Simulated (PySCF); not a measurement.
SMILES CC(=O)[O-] (charge -1) at its PBE/def2-SVP optimised geometry (Å):

```
7

C     -0.4644    -0.8150    -0.0559
C      0.2058     0.6251     0.0000
O      1.4658     0.6251     0.0000
O     -0.6064     1.5884     0.0000
H      0.1875    -1.5884     0.4067
H     -1.4658    -0.8183     0.4284
H     -0.6165    -1.1093    -1.1202
```

Method: PBE/def2-TZVPD in PySCF.

Map of the electrostatic potential (hartree/e), clipped to [-0.27, -0.09] on the plane z = 0.8 Å:

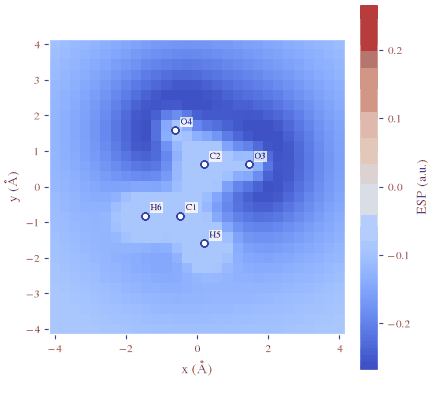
Figure. Electrostatic potential (hartree/e), clipped to [-0.27, -0.09] on the plane z = 0.8 Å.
